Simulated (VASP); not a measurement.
Band structure of BeSe (zinc blende). Computed with LDA (Ceperley-Alder, Perdew-Zunger), VASP's LDA PAW potentials (set 64) (plane waves; VASP).

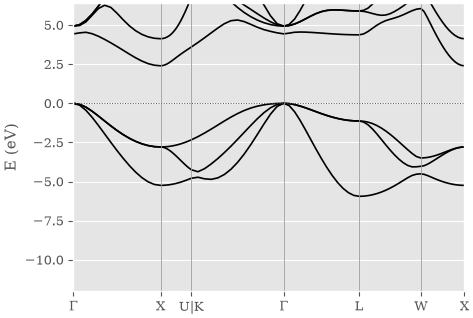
Figure: Bands along high-symmetry lines, zero at the valence-band maximum or, without a gap, the Fermi level

### Question
Read the plot: is there a gap, and where are the band edges?

### Answer
The gap is indirect, 2.40 eV, from the valence maximum at Γ to the conduction minimum at X. (Edges off the drawn lines would not show.)

Measured: gap 4.00 eV (computed value off by -1.60 eV), as given by Das et al., (2018), arXiv:1807.05623.

The compound is BeSe in the zinc blende structure. It was relaxed first.
